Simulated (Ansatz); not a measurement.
## Electronic structure of FH5O2W in real space

The calculation's input:

```
crystal:
  periodic: [false, false, false]
  atoms:
    - { symbol: W, position_ang: [0.0, 0.0, 0.0] }
    - { symbol: O, position_ang: [0.0, 0.0, 1.94] }
    - { symbol: H, position_ang: [-0.9095, -0.2814, 2.2771] }
    - { symbol: H, position_ang: [1.72, 0.0, 0.0] }
    - { symbol: O, position_ang: [0.0, 1.94, 0.0] }
    - { symbol: H, position_ang: [-0.6343, 2.2771, -0.71] }
    - { symbol: H, position_ang: [-1.72, 0.0, 0.0] }
    - { symbol: F, position_ang: [0.0, -1.85, 0.0] }
    - { symbol: H, position_ang: [0.0, 0.0, -1.72] }
basis:
  gaussian: { orbitals: def2-SVP }
hamiltonian:
  xc: pbe
relax:
  f_tol: 0.02
  max_steps: 40
output:
  orbitals: {}
```

Run with:

```sh
ansatz run input.yaml --threads 1 --pin off --max-ram 2048MiB --backend cpu --events-out ev --progress --plain --runs-dir out
```

The fields are those of the run's last geometry, not of the input's.

Core potentials replace the inner electrons of W.

The calculation used RKS PBE/def2-SVP in Ansatz.

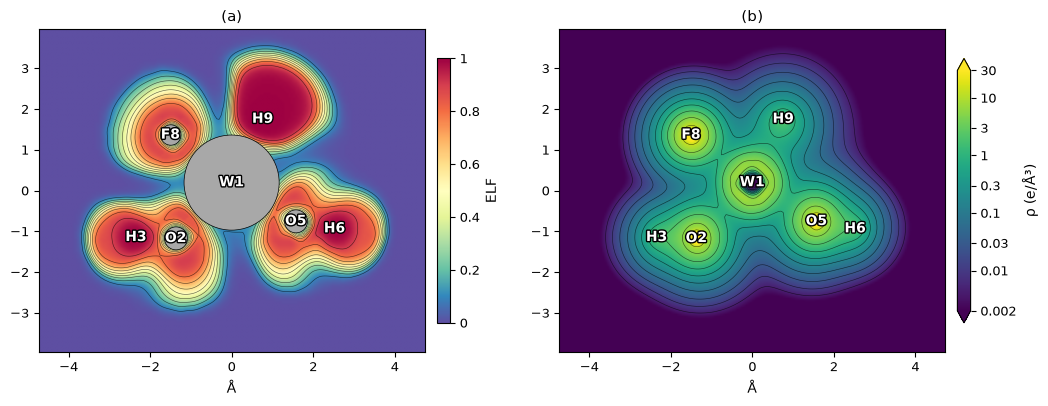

Figure 1. (a) electron localisation function; (b) electron density on the plane of atoms W1, O2 and H3. Grey discs cover the atomic cores in the ELF map.

Q: Read the bonding off the picture.

A:
- The section cuts through W, O, H and F sites.
- W–O (1.84 Å): ρ is about 1.2 e/Å³ halfway; the ELF peaks at about 0.80 in the valence shell of O, 0.5 Å from its nucleus, and drops to about 0.25 between the two atoms.
- W–F (1.89 Å): ρ at the midpoint is about 1 e/Å³; the ELF peaks at about 0.85 in the valence shell of F, 0.5 Å from its nucleus, and drops to about 0.20 between the two atoms.
- O–H (0.97 Å): ρ at the midpoint is about 3.6 e/Å³; the ELF climbs to about 1 towards the hydrogen, as it does in any bond to H: a covalent bond by its length.
- W–O (1.93 Å): the density is about 1 e/Å³ at the midpoint; the ELF peaks at about 0.85 in the valence shell of O, 0.6 Å from its nucleus, and drops to about 0.20 between the two atoms.

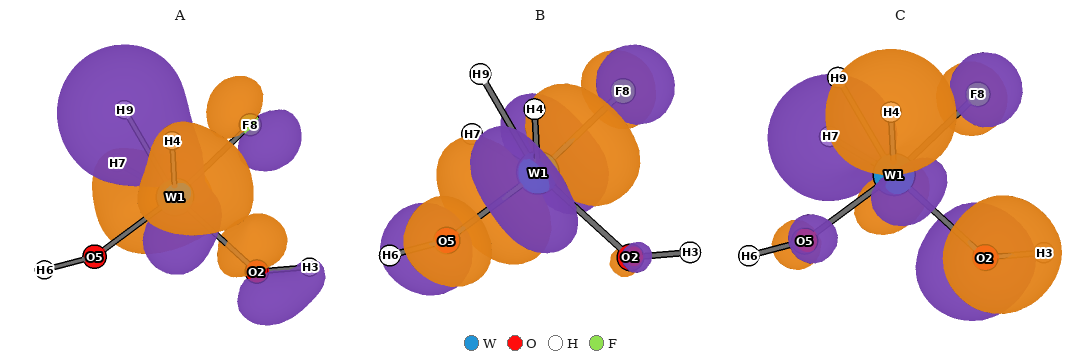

Figure 2. Three frontier orbitals at ±0.1 Å⁻³ᐟ² (orange and purple are the two phases), in no order.

Q: Which picture is the HOMO−1, the HOMO and the LUMO?

A: C is the HOMO−1 (−7.08 eV). Its weight (Hirshfeld) is mainly on O2 (about 40 %), W1 (about 20 %), H4 (about 15 %), H7 (about 15 %) and F8 (about 5 %). A is the HOMO (−6.24 eV). It lies mainly on W1 (about 45 %), H9 (about 25 %), F8 (about 10 %) and O2 (about 10 %). B is the LUMO (−3.26 eV). Its weight (Hirshfeld) is mainly on W1 (about 70 %), O5 (about 15 %) and F8 (about 10 %).

Q: What is the HOMO–LUMO gap?

A: 2.98 eV between the orbital energies.

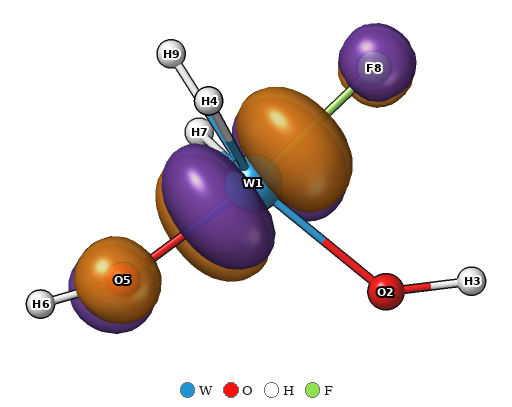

Figure 3. The LUMO at ±0.2 Å⁻³ᐟ² (orange and purple are the two phases), seen across its widest extent.

Q: What is the character of this orbital?

A: Its weight (Hirshfeld) is mainly on W1 (about 70 %), O5 (about 15 %) and F8 (about 10 %). Its energy is −3.26 eV.
